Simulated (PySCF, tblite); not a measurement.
# C₄H₅N: excited states, first hyperpolarisability

Wanted: excited states, first hyperpolarisability for C₄H₅N (`C/C=C/C#N`).

Computed with tblite 0.8.0 and PySCF 2.14.0 and routines of our own; the level stands in each step. Atoms count from 0.

## Step 1: The system as given

10 atoms, charge 0, multiplicity 1; geometry from: force field or distance geometry start.

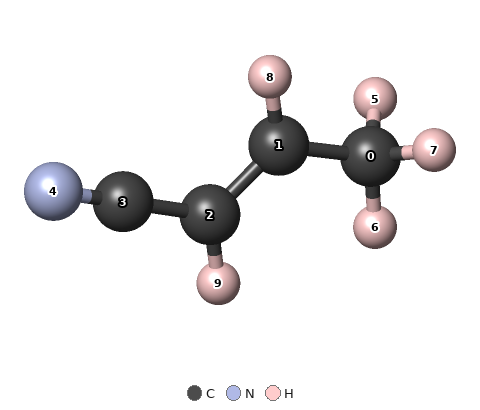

The starting geometry (carbon dark grey, nitrogen light blue, hydrogen pink).

## Step 2: Optimising the geometry with GFN2-xTB

Job settings and geometry (Å):

```
{"job": {"kind": "relax", "xc": "GFN2-xTB", "basis": "xTB"}, "charge": 0, "multiplicity": 1}
C     -1.362100     0.052200     0.706200
C     -0.154100    -0.401700    -0.028800
C      0.880200     0.395300    -0.349800
C      2.017800    -0.069200    -1.053600
N      2.955300    -0.461700    -1.601800
H     -2.265100    -0.137700     0.096700
H     -1.336600     1.128300     0.931300
H     -1.466400    -0.487100     1.653600
H     -0.110400    -1.466900    -0.277200
H      0.850500     1.453000    -0.098900
```

Run with:

```
$ OMP_NUM_THREADS=1 python excited_run.py task.json out
```

One launch serves the whole session: the jobs run in the order shown.

The log of the run:

```text
step      E/eV     max force
  0    -379.96558    0.984
  1    -379.96617    2.326
  2    -379.98286    0.596
  3    -379.98754    0.396
  4    -379.99035    0.105
  5    -379.99192    0.109
  6    -379.99250    0.074
  7    -379.99315    0.044
  8    -379.99332    0.025
  9    -379.99338    0.022
 10    -379.99341    0.016
 11    -379.99343    0.009
```

Wall time 0.06 s (1 thread of Arm Neoverse N1, shared host).

Step by step:

```csv
step,energy from step 0 (eV),largest force (eV/Å)
0,0.0000,0.9839
1,-0.0006,2.3262
2,-0.0173,0.5955
3,-0.0220,0.3959
4,-0.0248,0.1051
5,-0.0263,0.1085
6,-0.0269,0.0742
7,-0.0276,0.0441
8,-0.0277,0.0248
9,-0.0278,0.0222
10,-0.0278,0.0161
11,-0.0279,0.0095
```

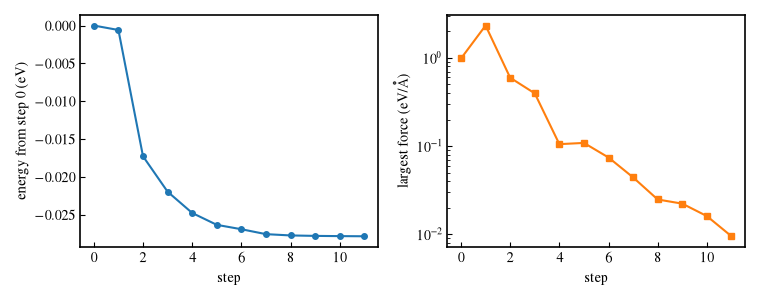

Energy and largest force along the relaxation.

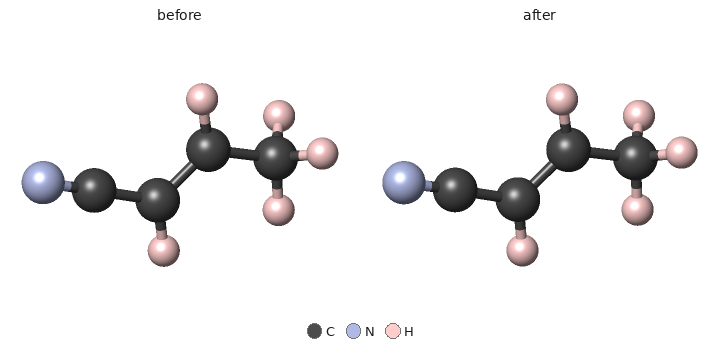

The geometry before (left) and after (right).

Distances of close pairs at the start and the end, largest changes first:

```csv
bond,before (Å),after (Å),change (Å)
C0–H5,1.106,1.090,-0.016
C0–H6,1.100,1.087,-0.012
C1–C2,1.345,1.333,-0.012
C1–H8,1.095,1.083,-0.012
C2–C3,1.416,1.407,-0.009
C3–N4,1.155,1.147,-0.008
C0–H7,1.095,1.090,-0.005
C2–H9,1.087,1.083,-0.005
```

The end geometry stands in the next job.

## Step 3: Infrared spectrum with GFN2-xTB

Job settings and geometry (Å):

```
{"job": {"kind": "ir", "xc": "GFN2-xTB", "basis": "xTB"}, "charge": 0, "multiplicity": 1}
C     -1.363471     0.057454     0.703495
C     -0.149895    -0.400716    -0.019359
C      0.867271     0.393268    -0.352539
C      2.003989    -0.075661    -1.036863
N      2.935612    -0.447399    -1.593538
H     -2.251372    -0.147998     0.105626
H     -1.319549     1.122076     0.920863
H     -1.467872    -0.493426     1.638358
H     -0.115331    -1.451913    -0.277452
H      0.869501     1.448969    -0.111120
```

The log of the run:

```text
mode    cm-1     km/mol
  1     160.1      1.39
  2     161.5      3.93
  3     163.2      4.79
  4     390.5      2.53
  5     476.7      9.78
  6     547.7      4.18
  7     739.5      1.50
  8     934.2     18.59
  9     978.2     27.26
 10    1024.1      0.71
 11    1058.6      4.56
 12    1130.1      6.23
 13    1242.1      1.41
 14    1276.4      0.40
 15    1397.5     12.16
 16    1464.0      6.68
 17    1472.9     18.28
 18    1679.6     82.21
 19    2373.2    201.01
 20    2998.7     16.01
 21    3014.7     15.99
 22    3040.6     10.15
 23    3047.7      1.69
 24    3064.8     56.79
```

Run time: 0.23 s. Hardware: 1 thread of Arm Neoverse N1, shared host.

The strongest bands and the atoms that carry them (share of the mass-weighted mode):

```csv
cm⁻¹,km/mol,atoms
934,18.6,"C2 16 %, H6 16 %, C0 15 %, H5 15 %"
978,27.3,"H9 40 %, H8 36 %"
1473,18.3,"H5 37 %, H7 36 %, H6 20 %"
1680,82.2,"C1 50 %, C2 44 %"
2373,201.0,"C3 60 %, N4 39 %"
2999,16.0,"H7 50 %, H5 41 %"
3015,16.0,"H5 52 %, H7 43 %"
3065,56.8,"H8 72 %, H9 13 %"
```

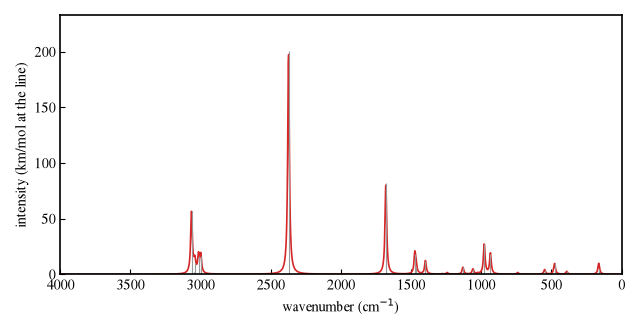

The infrared spectrum from these modes, unscaled. Lines are broadened to a width of 14 cm⁻¹ (Lorentzian).

## Step 4: Relaxing the molecule at PBE0-D3(BJ)/def2-SVP

Settings changed since step 3:

```diff
@@ -1,2 +1,2 @@
-{"job": {"kind": "ir", "xc": "GFN2-xTB", "basis": "xTB"}, "charge": 0, "multiplicity": 1}
+{"job": {"xc": "PBE0", "basis": "def2-SVP", "d3": "d3bj", "grid": 1, "kind": "geom"}, "charge": 0, "multiplicity": 1}
 C     -1.363471     0.057454     0.703495
```

The log of the run:

```text
step   0  E = -209.74473186  max force = 0.027373
step   1  E = -209.74620712  max force = 0.002473
step   2  E = -209.74621149  max force = 0.000876
step   3  E = -209.74621638  max force = 0.000631
step   4  E = -209.74621880  max force = 0.000151
optimisation converged
```

Wall time 17 s (1 thread of Arm Neoverse N1, shared host); peak memory 0.44 GiB.

Along the way:

```csv
step,energy from step 0 (eV),largest force component (eV/Å)
0,0.0000,1.4076
1,-0.0401,0.1272
2,-0.0403,0.0450
3,-0.0404,0.0324
4,-0.0405,0.0078
```

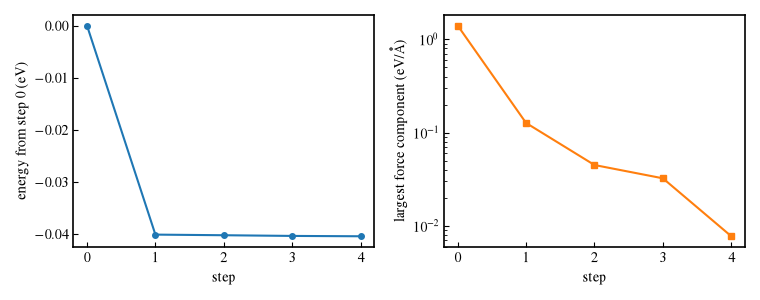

Energy and force, step by step.

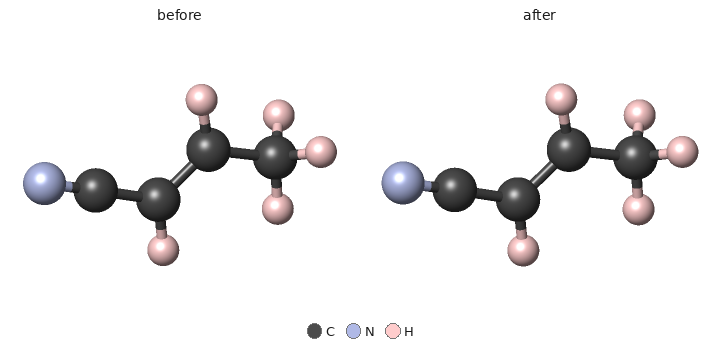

Before and after, at one scale.

Close pairs (by a distance rule), those that changed most:

```csv
bond,before (Å),after (Å),change (Å)
C2–C3,1.407,1.426,+0.019
C1–H8,1.083,1.096,+0.013
C3–N4,1.147,1.160,+0.013
C0–H5,1.090,1.103,+0.013
C0–H7,1.090,1.103,+0.013
C2–H9,1.083,1.096,+0.013
C0–H6,1.087,1.099,+0.012
C1–C2,1.333,1.343,+0.010
```

The final coordinates are the input of the step that follows.

```csv
at the end point,value
point group (found at 0.08 Å tolerance),Cs
"rotational constants (GHz, main isotopes)","38.313, 2.292, 2.192"
dipole moment (D),4.63
```

## Step 5: Excited states: TDA B3LYP/def2-SVPD

Job settings and geometry (Å):

```
{"job": {"kind": "states", "xc": "B3LYP", "basis": "def2-SVPD", "tda": true, "soc": true, "nstates": 5, "ntriplets": 6, "nquad": 4}, "charge": 0, "multiplicity": 1}
C     -1.312252     0.018457     0.741736
C     -0.098083    -0.444539     0.021933
C      0.933335     0.345019    -0.318638
C      2.083970    -0.137659    -1.009511
N      3.026300    -0.515725    -1.571023
H     -2.217589    -0.184746     0.145912
H     -1.275211     1.093774     0.965793
H     -1.435100    -0.532881     1.688834
H     -0.048573    -1.506570    -0.245571
H      0.929421     1.412596    -0.072840
```

Method: TDA B3LYP/def2-SVPD excited states, vertical, gas phase, spin-orbit mean-field couplings.

The log of the run:

```text
coarse grid: 8512 points
cycle   1  E = -209.9214900260  dE =  4.519e-01  |g| = 4.320e-01  |ddm| = 4.873e+00
cycle   2  E = -209.7599021261  dE =  1.616e-01  |g| = 9.482e-01  |ddm| = 1.675e+00
cycle   3  E = -209.9658338396  dE = -2.059e-01  |g| = 1.420e-01  |ddm| = 1.110e+00
cycle   4  E = -209.9707790473  dE = -4.945e-03  |g| = 3.121e-02  |ddm| = 2.097e-01
cycle   5  E = -209.9710085372  dE = -2.295e-04  |g| = 9.513e-03  |ddm| = 6.311e-02
cycle   6  E = -209.9710320344  dE = -2.350e-05  |g| = 3.378e-03  |ddm| = 1.980e-02
cycle   7  E = -209.9710348742  dE = -2.840e-06  |g| = 9.213e-04  |ddm| = 4.828e-03
final grid: 82688 points
cycle   8  E = -210.0100386602  dE = -2.304e-05  |g| = 3.787e-03  |ddm| = 7.885e-02
cycle   9  E = -210.0100375128  dE =  1.147e-06  |g| = 4.392e-03  |ddm| = 1.335e-02
cycle  10  E = -210.0100424005  dE = -4.888e-06  |g| = 6.082e-04  |ddm| = 6.218e-03
cycle  11  E = -210.0100424900  dE = -8.942e-08  |g| = 1.665e-04  |ddm| = 8.998e-04
cycle  12  E = -210.0100424966  dE = -6.635e-09  |g| = 7.824e-05  |ddm| = 3.893e-04
cycle  13  E = -210.0100424977  dE = -1.092e-09  |g| = 4.342e-05  |ddm| = 1.288e-04
cycle  14  E = -210.0100424981  dE = -4.185e-10  |g| = 6.906e-06  |ddm| = 5.072e-05
converged SCF energy = -210.0100424981

Singlet excitations
state   eV       nm        f     d(h-e)  d(exc)  Lambda  PR(NTO)  |dmu|/D   mu/D   main configurations
  1   6.2337   198.9   0.00001   1.571   2.839   0.401   1.041    4.392    0.763   H-1->L 0.97
  2   6.4076   193.5   0.49481   0.649   2.826   0.808   1.324    1.248    3.578   H->L 0.79
  3   6.6747   185.8   0.00078   0.459   2.936   0.411   1.048    1.473    5.802   H->L+1 0.65, H->L+2 0.30
  4   7.1880   172.5   0.00013   1.530   3.809   0.423   1.064    5.818    2.097   H->L+2 0.61, H->L+1 0.32
  5   7.2918   170.0   0.01031   2.182   3.329   0.418   1.051                     H-2->L 0.95

Triplet excitations (Tamm-Dancoff)
state   eV     d(h-e)  d(exc)  Lambda  PR(NTO)   main configurations
  1   3.6847   0.210   2.483   0.856   1.031   H->L 0.97
  2   5.8474   1.152   2.672   0.403   1.352   H-1->L 0.81
  3   6.2302   0.615   2.147   0.677   2.110   H-3->L 0.57, H-1->L+2 0.14
  4   6.4544   0.223   2.791   0.412   1.372   H->L+1 0.46, H->L+2 0.33, H-1->L 0.14
  5   6.5369   2.007   3.057   0.413   1.027   H-2->L 0.93
  6   6.6812   0.515   2.080   0.619   1.677   H-1->L+2 0.41, H-3->L 0.22, H-1->L+1 0.21
S1 - T1 = 2.5490 eV

Spin-orbit couplings |<S|Hso|T>| (cm-1)
             T1       T2       T3       T4       T5       T6
S0        0.031    9.260    0.012   19.353   20.851    0.030
S1       10.877    0.185    6.961    1.106   13.538   19.265
S2        0.049   28.261    0.084    8.309   13.344    0.122
S3       11.936    0.342    1.448    0.156    1.848   20.103
S4        3.234    1.800    2.010    0.283    0.683    8.878
S5       10.246   11.474    7.975    4.691    0.062    5.673
T1 sublevels (cm-1): 0.000 0.001 0.003   radiative rates (1/s): 4.87e-05 0.0259 0.0747
```

Run time: 18 s. Hardware: 1 thread of Arm Neoverse N1, shared host; peak memory 0.54 GiB.

Key values:

```csv
quantity,value
S1 less T1,2.55 eV
```

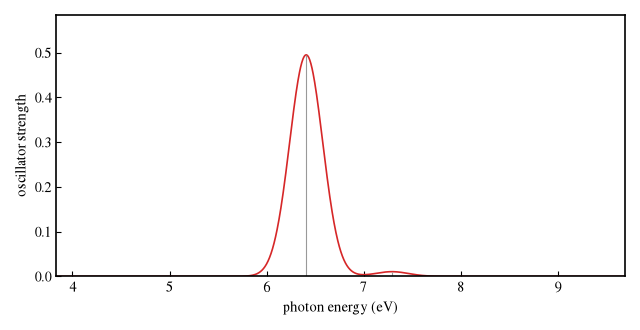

Absorption lines of the singlets. Lines are broadened to a width of 0.40 eV (Gaussian).

## Step 6: Excited states: TDDFT LC-wPBE/def2-SVPD

Settings changed since step 5:

```diff
@@ -1,2 +1,2 @@
-{"job": {"kind": "states", "xc": "B3LYP", "basis": "def2-SVPD", "tda": true, "soc": true, "nstates": 5, "ntriplets": 6, "nquad": 4}, "charge": 0, "multiplicity": 1}
+{"job": {"kind": "states", "xc": "LC-wPBE", "basis": "def2-SVPD", "tpa": true, "nstates": 6, "nquad": 5, "ntriplets": 0}, "charge": 0, "multiplicity": 1}
 C     -1.312252     0.018457     0.741736
```

With the program's defaults for keys left out, this is: TDDFT LC-wPBE/def2-SVPD excited states, vertical, gas phase, two-photon moments by quadratic response.

The log of the run:

```text
coarse grid: 8512 points
cycle   1  E = -209.7473359493  dE =  6.592e-01  |g| = 4.975e-01  |ddm| = 4.348e+00
cycle   2  E = -209.7046889065  dE =  4.265e-02  |g| = 7.383e-01  |ddm| = 1.312e+00
cycle   3  E = -209.8186229288  dE = -1.139e-01  |g| = 3.732e-02  |ddm| = 8.088e-01
cycle   4  E = -209.8191789709  dE = -5.560e-04  |g| = 2.048e-02  |ddm| = 1.514e-01
cycle   5  E = -209.8192921803  dE = -1.132e-04  |g| = 7.454e-03  |ddm| = 4.284e-02
cycle   6  E = -209.8193093066  dE = -1.713e-05  |g| = 1.030e-03  |ddm| = 1.838e-02
cycle   7  E = -209.8193100638  dE = -7.573e-07  |g| = 4.614e-04  |ddm| = 4.869e-03
final grid: 82688 points
cycle   8  E = -209.8538798910  dE = -1.470e-05  |g| = 2.900e-03  |ddm| = 5.344e-02
cycle   9  E = -209.8538808085  dE = -9.175e-07  |g| = 2.351e-03  |ddm| = 1.036e-02
cycle  10  E = -209.8538819395  dE = -1.131e-06  |g| = 6.828e-04  |ddm| = 3.559e-03
cycle  11  E = -209.8538820356  dE = -9.613e-08  |g| = 1.277e-04  |ddm| = 8.584e-04
cycle  12  E = -209.8538820406  dE = -4.962e-09  |g| = 4.933e-05  |ddm| = 4.198e-04
cycle  13  E = -209.8538820412  dE = -6.628e-10  |g| = 1.062e-05  |ddm| = 1.289e-04
converged SCF energy = -209.8538820412

Singlet excitations
state   eV       nm        f     d(h-e)  d(exc)  Lambda  PR(NTO)  |dmu|/D   mu/D   delta(TPA)   sigma/GM   main configurations
  1   6.4499   192.2   0.45526   0.170   2.554   0.799   1.347    0.180    4.684        1.70      0.026   H->L 0.91
  2   6.8348   181.4   0.00000   0.882   2.498   0.405   1.338    2.936    2.013        0.07      0.001   H-1->L 0.76
  3   7.2152   171.8   0.00068   0.215   2.464   0.381   1.432    1.132    5.821        0.16      0.003   H->L+4 0.37, H->L+3 0.14, H-1->L 0.14
  4   8.1005   153.1   0.00267   0.170   2.527   0.445   1.144    0.718    5.534        1.30      0.031   H-4->L 0.47, H-2->L 0.37
  5   8.2118   151.0   0.00200   0.416   3.275   0.336   1.140    1.448    3.996        0.58      0.014   H->L+1 0.62, H->L+4 0.15, H->L+3 0.08
  6   8.3617   148.3   0.17777   0.291   2.119   0.649   2.474                                            H-3->L 0.48, H-1->L+4 0.21
```

Wall time 27 s (1 thread of Arm Neoverse N1, shared host); peak memory 0.53 GiB.

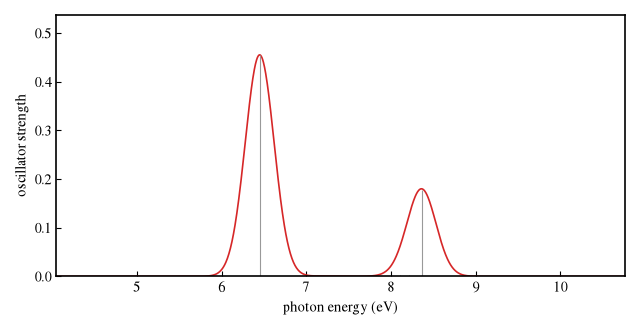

Absorption lines of the singlets. Lines are broadened to a width of 0.40 eV (Gaussian).

## Step 7: First hyperpolarisability: quadratic response wB97X-D/def2-SVPD

Settings changed since step 6:

```diff
@@ -1,2 +1,2 @@
-{"job": {"kind": "states", "xc": "LC-wPBE", "basis": "def2-SVPD", "tpa": true, "nstates": 6, "nquad": 5, "ntriplets": 0}, "charge": 0, "multiplicity": 1}
+{"job": {"kind": "beta", "xc": "wB97X-D", "basis": "def2-SVPD", "wavelengths": [1907, 1340]}, "charge": 0, "multiplicity": 1}
 C     -1.312252     0.018457     0.741736
```

With the program's defaults for keys left out, this is: quadratic response wB97X-D/def2-SVPD first hyperpolarisability, Taylor convention, gas phase.

The log of the run:

```text
coarse grid: 8512 points
cycle   1  E = -209.8326739865  dE =  5.888e-01  |g| = 4.684e-01  |ddm| = 4.327e+00
cycle   2  E = -209.7633196704  dE =  6.935e-02  |g| = 7.728e-01  |ddm| = 1.341e+00
cycle   3  E = -209.8937399112  dE = -1.304e-01  |g| = 3.502e-02  |ddm| = 8.329e-01
cycle   4  E = -209.8940629277  dE = -3.230e-04  |g| = 2.131e-02  |ddm| = 1.278e-01
cycle   5  E = -209.8941787809  dE = -1.159e-04  |g| = 6.159e-03  |ddm| = 4.520e-02
cycle   6  E = -209.8941887695  dE = -9.989e-06  |g| = 1.698e-03  |ddm| = 1.386e-02
final grid: 82688 points
cycle   7  E = -209.9261255189  dE = -5.669e-05  |g| = 5.245e-03  |ddm| = 1.312e-01
cycle   8  E = -209.9261204105  dE =  5.108e-06  |g| = 7.216e-03  |ddm| = 1.667e-02
cycle   9  E = -209.9261315825  dE = -1.117e-05  |g| = 9.489e-04  |ddm| = 8.022e-03
cycle  10  E = -209.9261317521  dE = -1.696e-07  |g| = 4.070e-04  |ddm| = 1.597e-03
cycle  11  E = -209.9261317939  dE = -4.175e-08  |g| = 6.718e-05  |ddm| = 9.284e-04
cycle  12  E = -209.9261317953  dE = -1.420e-09  |g| = 2.041e-05  |ddm| = 1.565e-04
cycle  13  E = -209.9261317955  dE = -1.702e-10  |g| = 4.750e-06  |ddm| = 9.070e-05
converged SCF energy = -209.9261317955

Lowest singlets (eV, f): 6.2651 0.4447  6.5576 0.0000  6.9530 0.0010

First hyperpolarisability (au)
process     nm      |vector|   parallel      HRS      DR
static         -       36.01      21.48      30.05   1.919
shg       1907.0       38.07      22.71      31.23   1.936
eope      1907.0       36.68      21.88          -       -
shg       1340.0       40.37      24.08      32.52   1.955
eope      1340.0       37.38       22.3          -       -
```

It took 19 s on 1 thread of Arm Neoverse N1, shared host; peak memory 0.56 GiB.

## Step 8: Outcome

| quantity | value |
| --- | --- |
| strongest single infrared mode (GFN2-xTB) | 2373 cm⁻¹, 201 km/mol |
| zero-point energy (GFN2-xTB) | 48.4 kcal/mol |
| point group | Cs |
| rotational constants (main isotopes) | 38.31, 2.29, 2.19 GHz |
| S1 less T1 (step 5, TDA B3LYP/def2-SVPD) | 2.55 eV |
| β vector (step 7, quadratic response wB97X-D/def2-SVPD) | static 36, SHG 1907.0 nm 38, SHG 1340.0 nm 40 au |

In words: All 24 modes are real, so the xTB geometry is a minimum. The strongest single mode, at 2373 cm⁻¹, moves mainly C3 and N4. GFN2-xTB is a fitted tight-binding method: band positions and strengths are rough. Its intensities can rank the bands wrongly. Relaxing lowered the energy by 0.040 eV in 4 steps; the close pair that moved most is C2–C3, from 1.407 to 1.426 Å (PBE0/def2-SVP). In step 5, the number of triplets below S1 is 3, and the largest singlet-triplet spin-orbit coupling is S2–T2, 28.26 cm⁻¹. β grows from 36 au (static) to 40 au for doubling at 1340.0 nm: normal dispersion, which grows as twice the photon energy moves toward the bright states.
